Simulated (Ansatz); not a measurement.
# BH$_{2}$F$_{3}$: molecular dynamics (part 2 of 2)

Continued. System: BH$_{2}$F$_{3}$. Method: RKS PBE0-D4/def2-SVP (Ansatz 0.2.0). Some settings of this run were made unusual or wrong on purpose.

Geometry of the input (Å):
```
B  -0.4457  -0.1010  -0.7432
H  0.1353  0.6513  -1.4582
F  -0.3238  -1.4020  -0.8714
F  -1.3150  0.3470  0.1477
H  0.6807  0.3653  1.8000
F  1.2686  0.1394  1.1253
```

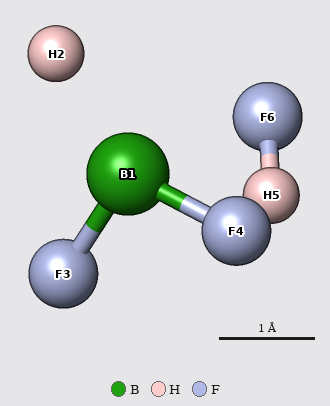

Figure 1. The geometry at step 15 of the log (ball-and-stick view, seen at a tilt; atoms are numbered from 1 in the order of the input).

**Trajectory as extended XYZ, continued**
```
6
Properties=species:S:1:pos:R:3:forces:R:3 step=5 time_fs=2.5 energy=-8845.70682 temperature=5752.3
B    -0.4149   -0.0826   -0.7500   -0.2076   1.2530  -2.6689
H     0.1084    0.8858   -1.8857   -1.1217  -2.5008   3.1601
F    -0.3559   -1.4044   -0.8607    0.6551   0.8657  -0.1331
F    -1.3242    0.3230    0.1409    0.9307   0.3784  -0.2297
H     0.5016    0.1545    1.6327    0.3794   0.0500  -0.1096
F     1.3033    0.1541    1.1568   -0.6359  -0.0462  -0.0187
6
Properties=species:S:1:pos:R:3:forces:R:3 step=6 time_fs=3.0 energy=-8845.39492 temperature=5150.0
B    -0.4087   -0.0781   -0.7529   -0.5197   1.0529  -2.7120
H     0.0952    0.9169   -1.9520   -1.0352  -2.5350   3.3021
F    -0.3621   -1.4047   -0.8586    0.7650   1.0254  -0.1765
F    -1.3258    0.3183    0.1394    1.0727   0.4521  -0.2875
H     0.4621    0.1132    1.6029    1.4832   0.1355  -0.6204
F     1.3104    0.1570    1.1628   -1.7660  -0.1309   0.4942
6
Properties=species:S:1:pos:R:3:forces:R:3 step=7 time_fs=3.5 energy=-8845.08490 temperature=4552.6
B    -0.4026   -0.0733   -0.7564   -0.8309   0.8293  -2.7050
H     0.0794    0.9419   -2.0104   -0.9379  -2.5332   3.3927
F    -0.3682   -1.4048   -0.8565    0.8712   1.1749  -0.2225
F    -1.3272    0.3136    0.1380    1.2048   0.5247  -0.3436
H     0.4261    0.0723    1.5715    2.4723   0.3097  -0.9359
F     1.3172    0.1599    1.1689   -2.7795  -0.3053   0.8144
6
Properties=species:S:1:pos:R:3:forces:R:3 step=8 time_fs=4.0 energy=-8844.79473 temperature=3994.1
B    -0.3966   -0.0684   -0.7605   -1.1367   0.6011  -2.6701
H     0.0614    0.9609   -2.0606   -0.8382  -2.5130   3.4532
F    -0.3743   -1.4048   -0.8544    0.9751   1.3124  -0.2707
F    -1.3285    0.3091    0.1365    1.3290   0.5964  -0.3983
H     0.3961    0.0321    1.5380    3.2441   0.5303  -1.0555
F     1.3237    0.1627    1.1752   -3.5733  -0.5272   0.9415
6
Properties=species:S:1:pos:R:3:forces:R:3 step=9 time_fs=4.5 energy=-8844.54486 temperature=3513.1
B    -0.3910   -0.0633   -0.7652   -1.4371   0.3804  -2.6219
H     0.0415    0.9738   -2.1027   -0.7397  -2.4848   3.4978
F    -0.3802   -1.4046   -0.8524    1.0778   1.4362  -0.3209
F    -1.3296    0.3046    0.1349    1.4469   0.6678  -0.4524
H     0.3738   -0.0069    1.5019    3.7780   0.7600  -1.0187
F     1.3297    0.1655    1.1815   -4.1259  -0.7596   0.9161
6
Properties=species:S:1:pos:R:3:forces:R:3 step=10 time_fs=5.0 energy=-8844.35243 temperature=3142.7
B    -0.3856   -0.0581   -0.7704   -1.7340   0.1748  -2.5695
H     0.0197    0.9808   -2.1363   -0.6436  -2.4552   3.5358
F    -0.3859   -1.4042   -0.8504    1.1803   1.5447  -0.3727
F    -1.3305    0.3002    0.1333    1.5596   0.7394  -0.5068
H     0.3605   -0.0440    1.4634    4.0908   0.9727  -0.8709
F     1.3352    0.1682    1.1880   -4.4530  -0.9764   0.7840
6
Properties=species:S:1:pos:R:3:forces:R:3 step=11 time_fs=5.5 energy=-8844.22873 temperature=2904.4
B    -0.3806   -0.0529   -0.7763   -2.0303  -0.0113  -2.5184
H    -0.0036    0.9820   -2.1615   -0.5496  -2.4271   3.5731
F    -0.3915   -1.4036   -0.8484    1.2830   1.6363  -0.4260
F    -1.3312    0.2959    0.1316    1.6679   0.8120  -0.5626
H     0.3571   -0.0788    1.4227    4.2043   1.1496  -0.6492
F     1.3401    0.1707    1.1945   -4.5754  -1.1595   0.5831
6
Properties=species:S:1:pos:R:3:forces:R:3 step=12 time_fs=6.0 energy=-8844.17874 temperature=2808.2
B    -0.3761   -0.0477   -0.7827   -2.3287  -0.1761  -2.4707
H    -0.0282    0.9773   -2.1781   -0.4562  -2.4017   3.6121
F    -0.3970   -1.4028   -0.8466    1.3864   1.7102  -0.4805
F    -1.3318    0.2916    0.1299    1.7718   0.8865  -0.6206
H     0.3636   -0.1108    1.3806    4.1291   1.2737  -0.3816
F     1.3445    0.1732    1.2012   -4.5026  -1.2926   0.3414
6
Properties=species:S:1:pos:R:3:forces:R:3 step=13 time_fs=6.5 energy=-8844.20118 temperature=2851.4
B    -0.3721   -0.0425   -0.7897   -2.6315  -0.3203  -2.4263
H    -0.0539    0.9669   -2.1861   -0.3615  -2.3780   3.6529
F    -0.4022   -1.4018   -0.8447    1.4907   1.7656  -0.5360
F    -1.3321    0.2875    0.1280    1.8707   0.9637  -0.6806
H     0.3801   -0.1398    1.3375    3.8580   1.3242  -0.0921
F     1.3483    0.1754    1.2079   -4.2264  -1.3550   0.0821
6
Properties=species:S:1:pos:R:3:forces:R:3 step=14 time_fs=7.0 energy=-8844.28845 temperature=3019.3
B    -0.3687   -0.0374   -0.7972   -2.9399  -0.4474  -2.3819
H    -0.0805    0.9508   -2.1854   -0.2631  -2.3529   3.6925
F    -0.4073   -1.4006   -0.8430    1.5956   1.8023  -0.5921
F    -1.3321    0.2836    0.1261    1.9631   1.0443  -0.7414
H     0.4058   -0.1657    1.2942    3.3661   1.2722   0.1939
F     1.3515    0.1775    1.2145   -3.7219  -1.3184  -0.1711
6
Properties=species:S:1:pos:R:3:forces:R:3 step=15 time_fs=7.5 energy=-8844.42660 temperature=3285.3
B    -0.3660   -0.0324   -0.8053   -3.2535  -0.5638  -2.3307
H    -0.1077    0.9290   -2.1758   -0.1583  -2.3208   3.7238
F    -0.4122   -1.3991   -0.8413    1.7009   1.8205  -0.6487
F    -1.3319    0.2797    0.1241    2.0467   1.1288  -0.8004
H     0.4396   -0.1885    1.2513    2.6206   1.0801   0.4429
F     1.3543    0.1794    1.2212   -2.9564  -1.1447  -0.3869
6
Properties=species:S:1:pos:R:3:forces:R:3 step=16 time_fs=8.0 energy=-8844.59657 temperature=3612.8
B    -0.3639   -0.0276   -0.8138   -3.5709  -0.6798  -2.2608
H    -0.1353    0.9017   -2.1573   -0.0435  -2.2722   3.7341
F    -0.4169   -1.3974   -0.8397    1.8057   1.8204  -0.7054
F    -1.3315    0.2760    0.1220    2.1190   1.2170  -0.8545
H     0.4796   -0.2087    1.2095    1.6051   0.7079   0.6096
F     1.3567    0.1811    1.2278   -1.9154  -0.7933  -0.5231
6
Properties=species:S:1:pos:R:3:forces:R:3 step=17 time_fs=8.5 energy=-8844.77889 temperature=3965.5
B    -0.3627   -0.0228   -0.8229   -3.8899  -0.8107  -2.1519
H    -0.1630    0.8689   -2.1299    0.0849  -2.1924   3.7021
F    -0.4213   -1.3955   -0.8382    1.9090   1.8025  -0.7618
F    -1.3308    0.2725    0.1198    2.1768   1.3085  -0.9002
H     0.5235   -0.2272    1.1692    0.3683   0.1374   0.6434
F     1.3589    0.1828    1.2344   -0.6491  -0.2453  -0.5316
6
Properties=species:S:1:pos:R:3:forces:R:3 step=18 time_fs=9.0 energy=-8844.96201 temperature=4321.7
B    -0.3623   -0.0183   -0.8325   -4.2098  -0.9853  -1.9621
H    -0.1905    0.8309   -2.0936    0.2326  -2.0522   3.5840
F    -0.4255   -1.3933   -0.8368    2.0097   1.7666  -0.8174
F    -1.3298    0.2691    0.1174    2.2172   1.4026  -0.9343
H     0.5683   -0.2454    1.1303   -0.9163  -0.5833   0.5141
F     1.3609    0.1844    1.2409    0.6665   0.4517  -0.3843
6
Properties=species:S:1:pos:R:3:forces:R:3 step=19 time_fs=9.5 energy=-8845.14676 temperature=4681.6
B    -0.3629   -0.0140   -0.8425   -4.5328  -1.2573  -1.6091
H    -0.2175    0.7880   -2.0487    0.4078  -1.7968   3.2952
F    -0.4295   -1.3910   -0.8354    2.1065   1.7124  -0.8716
F    -1.3285    0.2659    0.1150    2.2377   1.4981  -0.9547
H     0.6109   -0.2650    1.0927   -1.9344  -1.2935   0.2588
F     1.3631    0.1861    1.2473    1.7152   1.1372  -0.1186
6
Properties=species:S:1:pos:R:3:forces:R:3 step=20 time_fs=10.0 energy=-8845.33806 temperature=5049.7
B    -0.3645   -0.0099   -0.8528   -4.8560  -1.6604  -1.0349
H    -0.2435    0.7408   -1.9960    0.6112  -1.3908   2.7765
F    -0.4331   -1.3884   -0.8342    2.1982   1.6396  -0.9236
F    -1.3269    0.2629    0.1124    2.2371   1.5938  -0.9609
H     0.6489   -0.2877    1.0557   -2.3483  -1.7422   0.0085
F     1.3655    0.1879    1.2538    2.1578   1.5598   0.1343
6
Properties=species:S:1:pos:R:3:forces:R:3 step=21 time_fs=10.5 energy=-8845.50916 temperature=5370.2
B    -0.3672   -0.0062   -0.8634   -5.1912  -2.3360  -0.0126
H    -0.2680    0.6902   -1.9365    0.8564  -0.6917   1.8014
F    -0.4365   -1.3856   -0.8332    2.2839   1.5487  -0.9727
F    -1.3251    0.2600    0.1097    2.2154   1.6888  -0.9543
H     0.6813   -0.3145    1.0188   -2.0254  -1.7234  -0.0665
F     1.3681    0.1900    1.2602    1.8609   1.5135   0.2047
6
Properties=species:S:1:pos:R:3:forces:R:3 step=22 time_fs=11.0 energy=-8845.57420 temperature=5479.2
B    -0.3710   -0.0031   -0.8740   -5.5406  -3.4145   1.6771
H    -0.2905    0.6380   -1.8728    1.1456   0.4300   0.1530
F    -0.4396   -1.3826   -0.8322    2.3624   1.4413  -1.0187
F    -1.3229    0.2574    0.1069    2.1741   1.7820  -0.9380
H     0.7088   -0.3455    0.9816   -1.1557  -1.2272   0.1238
F     1.3710    0.1922    1.2667    1.0142   0.9883   0.0030
6
Properties=species:S:1:pos:R:3:forces:R:3 step=23 time_fs=11.5 energy=-8845.41222 temperature=5153.8
B    -0.3761   -0.0007   -0.8842   -5.9021  -5.0425   4.2842
H    -0.3102    0.5868   -1.8086    1.4772   2.1192  -2.4169
F    -0.4424   -1.3794   -0.8314    2.4317   1.3188  -1.0617
F    -1.3205    0.2551    0.1039    2.1143   1.8726  -0.9148
H     0.7335   -0.3795    0.9448   -0.1047  -0.4343   0.5326
F     1.3740    0.1945    1.2732   -0.0164   0.1663  -0.4233
6
Properties=species:S:1:pos:R:3:forces:R:3 step=24 time_fs=12.0 energy=-8844.95566 temperature=4281.5
B    -0.3824    0.0006   -0.8935   -6.2553  -7.2009   7.8009
H    -0.3264    0.5406   -1.7503    1.8352   4.3581  -5.9026
F    -0.4449   -1.3760   -0.8307    2.4891   1.1782  -1.1017
F    -1.3179    0.2529    0.1009    2.0344   1.9599  -0.8838
H     0.7581   -0.4145    0.9092    0.8244   0.4262   1.0362
F     1.3770    0.1969    1.2796   -0.9278  -0.7215  -0.9490
6
Properties=species:S:1:pos:R:3:forces:R:3 step=25 time_fs=12.5 energy=-8844.32747 temperature=3112.1
B    -0.3902    0.0002   -0.9010   -6.5471  -9.4354  11.5191
H    -0.3383    0.5049   -1.7060    2.1815   6.7058  -9.6108
F    -0.4471   -1.3725   -0.8301    2.5298   1.0024  -1.1381
F    -1.3149    0.2510    0.0977    1.9231   2.0453  -0.8330
H     0.7846   -0.4485    0.8761    1.4937   1.1953   1.5215
F     1.3799    0.1992    1.2859   -1.5811  -1.5133  -1.4587
```
